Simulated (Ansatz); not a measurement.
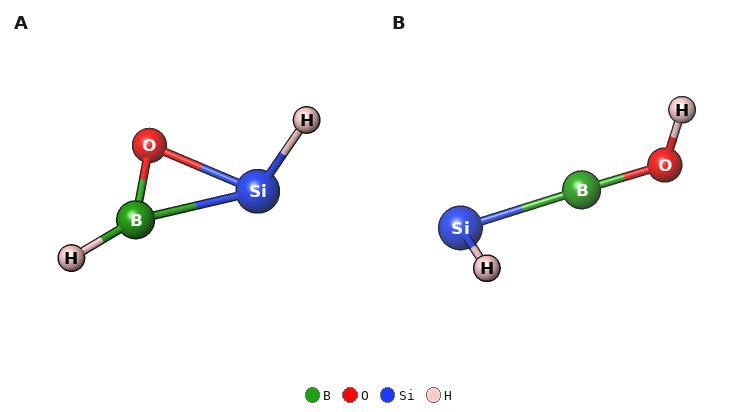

2 stationary structures of one formula. State: neutral, doublet. Geometries: PBE0-D4/def2-TZVP. Electronic energies: B3LYP-D4/def2-TZVPP (Ansatz 0.2.0), without zero-point energy. No frequency run is at hand to confirm each as a minimum.

**Which is lowest in energy, and by how much?**

A is lowest (C1); B lies 52.3 kJ/mol above it.
